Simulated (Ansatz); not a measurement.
# SiC+ (quartet): correlated methods under varied settings

Aim: run SiC+ (quartet) at one geometry under a spread of methods and options, and see what each costs and gives.

The runs use Ansatz 0.2.0, Gaussian basis; the settings change from run to run.

6 further runs of the same task are left out: 1 that didn't finish, 5 set aside as unsound or not needed.

## Step 1: The system

The geometry is a PBE0/def2-TZVP stationary point (not a proven minimum) of the parent state, kept for this charge and spin.

2 atoms, charge 1, spin multiplicity 4.

Atoms are counted from 1 here; the program's logs count them from 0.

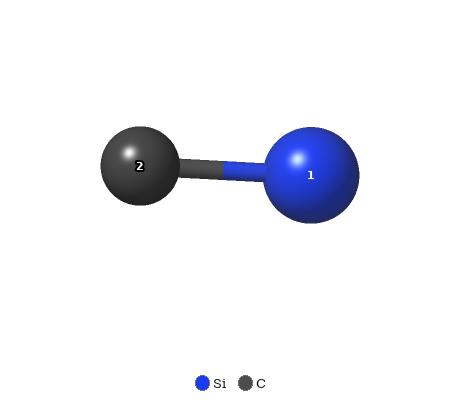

The geometry (silicon blue, carbon dark grey); atoms are numbered from 1 in the order of the file.

Geometry (Å):

```
Si    0.0000    0.0000    0.0000
C     0.0000    0.0000    1.8365
```

## Step 2: HF/6-31G

Input file in.yaml:

```yaml
crystal:
  periodic: [false, false, false]
  atoms:
    - {symbol: Si, position_ang: [0.000000, 0.000000, 0.000000]}
    - {symbol: C, position_ang: [0.000000, 0.000000, 1.836500]}
basis:
  gaussian: {orbitals: 6-31G}
total_charge: 1
magnetization: {spin_polarized: true, initial_magnetization: 3}
hamiltonian: {xc: hf}
scf: {lower_state_search: off}
output: {forces: true, orbitals: {seedname: orbitals}}
```

Command:

```console
ansatz run in.yaml --threads 1 --pin off --events-out ev --progress --plain --max-ram 2393MiB
```

What it wrote:

```text
Functional definition: HF
  name "HF"
  cite "Fock, Z. Phys. 61, 126 (1930) doi:10.1007/BF01340294"
  parent pbe
  exchange = exact_x
  correlation = 0
these checks for a lower state are left out or cut short: stability, starts, cluster_reference, orbital_swaps, neighbouring_geometries, increment
267 factors; integrals over basis functions are off by at most 1.1e-4 eV
mean field evaluation 1: about -8876.0141 eV, gradient 1.6e1 eV
mean field evaluation 2: about -8876.0978 eV, gradient 1.5e1 eV
mean field evaluation 4: about -8878.4228 eV, gradient 2.7e0 eV
mean field evaluation 8: about -8878.9148 eV, gradient 2.7e-1 eV
mean field evaluation 16: about -8878.9184 eV, gradient 1.9e-6 eV
mean field -8878.91841330 eV, -326.2942333416 hartree, gradient 1.9e-6 eV, S^2 3.752349; 0 other end points of the search recorded, 0 dependent functions left out
the calculation of the forces begins
reference -8878.91841330 eV, -326.2942333416 hartree; 11, 8 occupied and 11, 14 virtual orbitals, 267 factors
Total energy: -8878.91841330 eV, -326.2942333416 hartree
Atom 0 at     0.000000     0.000000     0.000000 Å, force    -0.000000    -0.000000    -0.454986 eV/Å
Atom 1 at     0.000000     0.000000     1.836500 Å, force     0.000000     0.000000     0.454986 eV/Å
Dipole moment:    -0.000000     0.000000    -0.287949 e Å
Checks for a lower state left out: stability, starts, cluster_reference, orbital_swaps, neighbouring_geometries, increment
```

It took 0.15 s on 1 thread of Arm Neoverse V2, shared host.

From the report: ⟨S²⟩ of the determinant 3.752 (pure quartet: 3.75).

## Step 3: CISD/cc-pVDZ

Input file in.yaml:

```yaml
crystal:
  periodic: [false, false, false]
  atoms:
    - {symbol: Si, position_ang: [0.000000, 0.000000, 0.000000]}
    - {symbol: C, position_ang: [0.000000, 0.000000, 1.836500]}
basis:
  gaussian: {orbitals: cc-pVDZ}
total_charge: 1
magnetization: {spin_polarized: false, initial_magnetization: 3}
correlation: {active_space: {ras: {orbitals: [2, 3, 21], electrons: 7, max_holes: 2, max_particles: 2}, fixed_orbitals: true}}
scf: {lower_state_search: light}
output: {forces: true}
```

Same command.

What it wrote, cut to the lines that bear on the results:

```text
Functional definition: HF
  name "HF"
  cite "Fock, Z. Phys. 61, 126 (1930) doi:10.1007/BF01340294"
  parent pbe
[...]
318 factors; integrals over basis functions are off by at most 8.6e-4 eV
[...]
mean field -8880.28879586 eV, -326.3445939719 hartree, gradient 4.0e-6 eV, S^2 3.750000; 1 other end points of the search recorded, 0 dependent functions left out
reference -8880.28879586 eV, -326.3445939719 hartree; 11, 8 occupied and 21, 24 virtual orbitals, 318 factors
state -8884.16050533 eV, -326.4868766705 hartree
[...]
Total energy: -8884.16050533 eV, -326.4868766705 hartree
Atom 0 at     0.000000     0.000000     0.000000 Å, force     0.000000     0.000000    -0.001622 eV/Å
Atom 1 at     0.000000     0.000000     1.836500 Å, force    -0.000000    -0.000000     0.001622 eV/Å
Dipole moment:    -0.000000    -0.000000    -0.269448 e Å
```

It took 1.2 s on 1 thread of Arm Neoverse V2, shared host.

From the report: 6,478 determinants.

## Step 4: BCCD on UHF/aug-cc-pVDZ

Input file in.yaml:

```yaml
crystal:
  periodic: [false, false, false]
  atoms:
    - {symbol: Si, position_ang: [0.000000, 0.000000, 0.000000]}
    - {symbol: C, position_ang: [0.000000, 0.000000, 1.836500]}
basis:
  gaussian: {orbitals: aug-cc-pVDZ}
total_charge: 1
magnetization: {spin_polarized: true, initial_magnetization: 3}
correlation: {method: bccd, electrons: valence}
scf: {lower_state_search: light}
```

The command is unchanged.

What it wrote, cut to the lines that bear on the results:

```text
Functional definition: HF
  name "HF"
  cite "Fock, Z. Phys. 61, 126 (1930) doi:10.1007/BF01340294"
  parent pbe
[...]
520 factors; integrals over basis functions are off by at most 5.9e-4 eV
[...]
mean field -8880.38783526 eV, -326.3482336027 hartree, gradient 1.4e-6 eV, S^2 3.753213; 3 other end points of the search recorded, 0 dependent functions left out
6 core orbitals not correlated: weight in the atoms' cores, before any rotation towards them, 1.000 or more for the frozen orbitals, at most 0.000 for the correlated occupied ones
reference -8880.38783526 eV, -326.3482336027 hartree; 5, 2 occupied and 39, 42 virtual orbitals, 520 factors
second order -3.11161813 eV of doubles, -0.00000000 eV of singles
cycle   1  -3.70949179 eV  change   -6.0e-1 eV  update   8.2e-2
[...]
cycle  12  -4.05514901 eV  change   -1.1e-6 eV  update   6.5e-6
Total energy: -8884.44298427 eV, -326.4972575801 hartree
```

Wall time 1.5 s (1 thread of Arm Neoverse V2, shared host).

From the report: ⟨S²⟩ of the determinant 3.753 (pure quartet: 3.75); correlation -4.0551 eV; largest double amplitude 0.08.

## Step 5: NEVPT2(7,7)/STO-3G

Input file in.yaml:

```yaml
crystal:
  periodic: [false, false, false]
  atoms:
    - {symbol: Si, position_ang: [0.000000, 0.000000, 0.000000]}
    - {symbol: C, position_ang: [0.000000, 0.000000, 1.836500]}
basis:
  gaussian: {orbitals: STO-3G}
total_charge: 1
magnetization: {spin_polarized: false, initial_magnetization: 3}
correlation: {method: sc_nevpt2, electrons: valence, active_space: {window: {electrons: 7, orbitals: 7}}}
```

The command is unchanged.

What it wrote:

```text
Functional definition: HF
  name "HF"
  cite "Fock, Z. Phys. 61, 126 (1930) doi:10.1007/BF01340294"
  parent pbe
  exchange = exact_x
  correlation = 0
155 factors; integrals over basis functions are off by at most 2.8e-5 eV
mean field evaluation 1: about -8776.2741 eV, gradient 1.4e1 eV
mean field evaluation 2: about -8776.2854 eV, gradient 1.4e1 eV
mean field evaluation 4: about -8778.4350 eV, gradient 3.4e0 eV
mean field evaluation 8: about -8779.2569 eV, gradient 1.6e0 eV
mean field evaluation 16: about -8775.6885 eV, gradient 1.7e-1 eV
mean field evaluation 32: about -8779.3107 eV, gradient 5.1e-6 eV
mean field -8779.31067504 eV, -322.6337164772 hartree, gradient 5.1e-6 eV, S^2 3.750000; 3 other end points of the search recorded, 0 dependent functions left out
reference -8779.31067504 eV, -322.6337164772 hartree; 11, 8 occupied and 3, 6 virtual orbitals, 155 factors
state -8780.57079699 eV, -322.6800251046 hartree
state -8780.57079699 eV, -322.6800251046 hartree; corrected -8781.13202120 eV, -322.7006497140 hartree
Total energy: -8781.13202120 eV, -322.7006497140 hartree
```

It took 0.27 s on 1 thread of Arm Neoverse V2, shared host.

From the report: 112 determinants; active occupations 1.98, 1.91, 1.03, 0.98, 0.98, 0.06, 0.06.

## Step 6: NEVPT4(SD)(3,7)/6-31G

Input file in.yaml:

```yaml
crystal:
  periodic: [false, false, false]
  atoms:
    - {symbol: Si, position_ang: [0.000000, 0.000000, 0.000000]}
    - {symbol: C, position_ang: [0.000000, 0.000000, 1.836500]}
basis:
  gaussian: {orbitals: 6-31G}
total_charge: 1
magnetization: {spin_polarized: false, initial_magnetization: 3}
hamiltonian: {pseudopotentials: {relativity: scalar}}
correlation: {method: fic_nevpt4_sd, electrons: outside_noble_gas, active_space: {window: {electrons: 3, orbitals: 7}, states: [{multiplicity: 4, weights: [0.5, 0.5, 1, 1]}]}}
```

Same command.

What it wrote, cut to the lines that bear on the results:

```text
Functional definition: HF
  name "HF"
  cite "Fock, Z. Phys. 61, 126 (1930) doi:10.1007/BF01340294"
  parent pbe
[...]
455 factors; integrals over basis functions are off by at most 8.6e-8 eV
[...]
mean field -8894.11813919 eV, -326.8528129653 hartree, gradient 3.4e-6 eV, S^2 3.750000; 1 other end points of the search recorded, 0 dependent functions left out
reference -8894.11813919 eV, -326.8528129653 hartree; 11, 8 occupied and 11, 14 virtual orbitals, 455 factors
state -8894.12555203 eV, -326.8530853823 hartree
state -8890.64576765 eV, -326.7252056651 hartree
state -8890.63418891 eV, -326.7247801542 hartree
state -8890.51481613 eV, -326.7203932853 hartree
state -8894.12555203 eV, -326.8530853823 hartree; corrected -8896.54186141 eV, -326.9418831142 hartree
state -8890.64576765 eV, -326.7252056651 hartree; corrected -8892.53174785 eV, -326.7945141588 hartree
state -8890.63418891 eV, -326.7247801542 hartree; corrected -8892.53518982 eV, -326.7946406490 hartree
state -8890.51481613 eV, -326.7203932853 hartree; corrected -8892.45151042 eV, -326.7915654878 hartree
Total energy: -8893.17450162 eV, -326.8181349244 hartree
Relativity: scalar
```

Wall time 1.3 s (1 thread of Arm Neoverse V2, shared host).

From the report: 20 determinants; active occupations (of the averaged states) 1.00, 0.63, 0.53, 0.47, 0.38, 0.00, 0.00.

## Step 7: CCSD on ROHF/aug-cc-pVDZ

Input file in.yaml:

```yaml
crystal:
  periodic: [false, false, false]
  atoms:
    - {symbol: Si, position_ang: [0.000000, 0.000000, 0.000000]}
    - {symbol: C, position_ang: [0.000000, 0.000000, 1.836500]}
basis:
  gaussian: {orbitals: aug-cc-pVDZ}
total_charge: 1
magnetization: {spin_polarized: false, initial_magnetization: 3}
correlation: {method: ccsd, electrons: all, diis_vectors: 2}
accuracy: high
scf: {lower_state_search: off}
output: {forces: true}
```

Same command.

What it wrote, cut to the lines that bear on the results:

```text
Functional definition: HF
  name "HF"
  cite "Fock, Z. Phys. 61, 126 (1930) doi:10.1007/BF01340294"
  parent pbe
[...]
875 factors; integrals over basis functions are off by at most 3.1e-9 eV
[...]
mean field -8880.35128457 eV, -326.3468903897 hartree, gradient 3.6e-8 eV, S^2 3.750000; 0 other end points of the search recorded, 0 dependent functions left out
reference -8880.35128457 eV, -326.3468903897 hartree; 11, 8 occupied and 39, 42 virtual orbitals, 875 factors
second order -3.36367314 eV of doubles, -0.02652973 eV of singles
cycle   1  -3.95144845 eV  change   -5.6e-1 eV  update   8.2e-2
[...]
cycle  32  -4.33816855 eV  change   9.7e-10 eV  update  4.5e-10
[...]
Total energy: -8884.68945312 eV, -326.5063151433 hartree
Atom 0 at     0.000000     0.000000     0.000000 Å, force    -0.000000    -0.000000    -0.107128 eV/Å
Atom 1 at     0.000000     0.000000     1.836500 Å, force     0.000000     0.000000     0.107128 eV/Å
Dipole moment:     0.000000     0.000000    -0.266141 e Å
Checks for a lower state left out: starts, cluster_reference, orbital_swaps, neighbouring_geometries, increment
```

Run time: 17 s. Hardware: 1 thread of Arm Neoverse V2, shared host; peak memory 0.32 GiB.

From the report: correlation -4.3382 eV; T1 0.033; largest double amplitude 0.08.

## Step 8: MRCISD+Q(5,4)/def2-SVP

Input file in.yaml:

```yaml
crystal:
  periodic: [false, false, false]
  atoms:
    - {symbol: Si, position_ang: [0.000000, 0.000000, 0.000000]}
    - {symbol: C, position_ang: [0.000000, 0.000000, 1.836500]}
basis:
  gaussian: {orbitals: def2-SVP}
total_charge: 1
magnetization: {spin_polarized: false, initial_magnetization: 3}
correlation: {method: fic_mrcisd_q, electrons: outside_noble_gas, active_space: {window: {electrons: 5, orbitals: 4}, states: [{multiplicity: 4, weights: [1, 1, 0.5, 1]}], root: 0}}
scf: {lower_state_search: off}
```

Same command.

What it wrote, cut to the lines that bear on the results:

```text
Functional definition: HF
  name "HF"
  cite "Fock, Z. Phys. 61, 126 (1930) doi:10.1007/BF01340294"
  parent pbe
[...]
505 factors; integrals over basis functions are off by at most 1.3e-7 eV
[...]
mean field -8876.69903379 eV, -326.2126726491 hartree, gradient 2.1e-6 eV, S^2 3.750000; 0 other end points of the search recorded, 0 dependent functions left out
reference -8876.69903379 eV, -326.2126726491 hartree; 11, 8 occupied and 21, 24 virtual orbitals, 505 factors
state -8875.50144405 eV, -326.1686620379 hartree
state -8872.00811173 eV, -326.0402844431 hartree
state -8871.84384157 eV, -326.0342476258 hartree
state -8870.85065741 eV, -325.9977487814 hartree
contracted CI cycle   1: correlation 0.00000000 eV, 0.0000000000 hartree, residual 1.51e1 eV
contracted CI cycle   2: correlation -4.32129887 eV, -0.1588048043 hartree, residual 3.83e0 eV
[...]
contracted CI cycle   8: correlation -5.29010967 eV, -0.1944079446 hartree, residual 1.86e-2 eV
contracted CI cycle   9: correlation -5.29012351 eV, -0.1944084530 hartree, residual 9.50e-3 eV
contracted CI cycle  10: correlation -5.29012677 eV, -0.1944085732 hartree, residual 4.94e-3 eV
contracted CI cycle  11: correlation -5.29012763 eV, -0.1944086045 hartree, residual 2.53e-3 eV
contracted CI cycle  12: correlation -5.29012785 eV, -0.1944086126 hartree, residual 1.22e-3 eV
contracted CI cycle  13: correlation -5.29012789 eV, -0.1944086143 hartree, residual 4.97e-4 eV
contracted CI cycle  14: correlation -5.29012790 eV, -0.1944086146 hartree, residual 1.92e-4 eV
contracted CI cycle  15: correlation -5.29012790 eV, -0.1944086146 hartree, residual 7.16e-5 eV
state -8870.85065741 eV, -325.9977487814 hartree; corrected -8877.47655224 eV, -326.2412459250 hartree
Total energy: -8880.81529900 eV, -326.3639426054 hartree
Checks for a lower state left out: stability, starts, cluster_reference, orbital_swaps, neighbouring_geometries, increment
```

Wall time 0.75 s (1 thread of Arm Neoverse V2, shared host).

From the report: 2 determinants; active occupations (of the averaged states) 1.29, 1.29, 1.29, 1.14.

## Step 9: CCSD(T)/aug-cc-pVDZ

Input file in.yaml:

```yaml
crystal:
  periodic: [false, false, false]
  atoms:
    - {symbol: Si, position_ang: [0.000000, 0.000000, 0.000000]}
    - {symbol: C, position_ang: [0.000000, 0.000000, 1.836500]}
basis:
  gaussian: {orbitals: aug-cc-pVDZ}
total_charge: 1
magnetization: {spin_polarized: true, initial_magnetization: 3}
hamiltonian: {xc: {name: r2SCAN}}
correlation: {method: ccsd_t, electrons: outside_noble_gas, diis_vectors: 1}
```

Launched as before.

What it wrote, cut to the lines that bear on the results:

```text
Functional definition: r2SCAN
  name "r2SCAN"
  cite "Furness, Kaplan, Ning, Perdew & Sun, J. Phys. Chem. Lett. 11, 8208 (2020) doi:10.1021/acs.jpclett.0c02405"
  cite "Furness, Kaplan, Ning, Perdew & Sun, J. Phys. Chem. Lett. 11, 9248 (2020) doi:10.1021/acs.jpclett.0c03077"
  parent r2scan
[...]
520 factors; integrals over basis functions are off by at most 5.9e-4 eV
[...]
mean field -8898.16594917 eV, -327.0015672385 hartree, gradient 1.9e-6 eV, S^2 3.752604; 0 other end points of the search recorded, 0 dependent functions left out
6 core orbitals not correlated: weight in the atoms' cores, before any rotation towards them, 1.000 or more for the frozen orbitals, at most 0.000 for the correlated occupied ones
reference -8879.93043038 eV, -326.3314242833 hartree; 5, 2 occupied and 39, 42 virtual orbitals, 520 factors
second order -3.64575307 eV of doubles, -0.19903251 eV of singles
cycle   1  -4.20686162 eV  change   -3.6e-1 eV  update   7.4e-2
[...]
cycle  17  -4.46341136 eV  change    4.1e-6 eV  update   4.0e-6
perturbative correction -0.20633519 eV, -0.0075826784 hartree
Total energy: -8884.60017693 eV, -326.5030343038 hartree
```

It took 3.2 s on 1 thread of Arm Neoverse V2, shared host.

From the report: ⟨S²⟩ of the determinant 3.753 (pure quartet: 3.75); correlation -4.6697 eV; T1 0.017; largest double amplitude 0.08. The orbitals are Kohn-Sham ones, so correlation energy and T1 don't compare with those on Hartree-Fock orbitals.

## Step 10: CCSD(T)/cc-pVTZ

Input file in.yaml:

```yaml
crystal:
  periodic: [false, false, false]
  atoms:
    - {symbol: Si, position_ang: [0.000000, 0.000000, 0.000000]}
    - {symbol: C, position_ang: [0.000000, 0.000000, 1.836500]}
basis:
  gaussian: {orbitals: cc-pVTZ, point_charges: [{charge: -0.50, position_ang: [3.386, 0.270, 0.440]}]}
total_charge: 1
magnetization: {spin_polarized: false, initial_magnetization: 3}
hamiltonian: {xc: {name: PBE}}
correlation: {method: ccsd_t, electrons: valence}
accuracy: high
```

Same command.

What it wrote, cut to the lines that bear on the results:

```text
Functional definition: PBE
  name "PBE"
  cite "Perdew, Burke & Ernzerhof, Phys. Rev. Lett. 77, 3865 (1996) doi:10.1103/PhysRevLett.77.3865"
  parent pbe
[...]
900 factors; integrals over basis functions are off by at most 3.6e-9 eV
[...]
mean field -8896.68516125 eV, -326.9471492860 hartree, gradient 7.2e-8 eV, S^2 3.750000; 1 other end points of the search recorded, 0 dependent functions left out
[...]
6 core orbitals not correlated: weight in the atoms' cores, before any rotation towards them, 1.000 or more for the frozen orbitals, at most 0.000 for the correlated occupied ones
reference -8882.13628361 eV, -326.4124878944 hartree; 5, 2 occupied and 53, 56 virtual orbitals, 900 factors
second order -4.47434417 eV of doubles, -0.34416696 eV of singles
cycle   1  -5.00066870 eV  change   -1.8e-1 eV  update   7.4e-2
[...]
cycle  28  -5.26664073 eV  change   4.4e-11 eV  update  5.9e-10
perturbative correction -0.27800656 eV, -0.0102165526 hartree
Total energy: -8887.68093090 eV, -326.6162499241 hartree
```

Run time: 6 s. Hardware: 1 thread of Arm Neoverse V2, shared host; peak memory 0.36 GiB.

From the report: correlation -5.5446 eV; T1 0.032; largest double amplitude 0.08. The orbitals are Kohn-Sham ones, so correlation energy and T1 don't compare with those on Hartree-Fock orbitals.

## Step 11: All runs side by side

```
                                                         level         correlated  functions  energy (eV)    time
                                                      HF/6-31G                            22   -8878.9184  0.15 s
                                                  CISD/cc-pVDZ  outside noble gas         32   -8884.1605   1.2 s
                                       BCCD on UHF/aug-cc-pVDZ            valence         50   -8884.4430   1.5 s
                                            NEVPT2(7,7)/STO-3G            valence         14   -8781.1320  0.27 s
NEVPT4(SD)(3,7)/6-31G (mean of several states, relativity set)  outside noble gas         22   -8893.1745   1.3 s
                                      CCSD on ROHF/aug-cc-pVDZ                all         50   -8884.6895    17 s
            MRCISD+Q(5,4)/def2-SVP (lowest root of an average)  outside noble gas         32   -8880.8153  0.75 s
                      CCSD(T)/aug-cc-pVDZ (on r2SCAN orbitals)  outside noble gas         50   -8884.6002   3.2 s
      CCSD(T)/cc-pVTZ (beside a point charge, on PBE orbitals)            valence         64   -8887.6809     6 s
```

## Step 12: Results

| quantity | value |
| --- | --- |
| runs | 9 |
| quickest | HF/6-31G, 0.15 s |
| slowest | CCSD on ROHF/aug-cc-pVDZ, 17 s |

What this shows: Total energies in different bases, with other cores or another treatment of relativity can't be set against each other. CCSD on ROHF/aug-cc-pVDZ took 110 times as long as HF/6-31G; the jobs differ in more than the method.
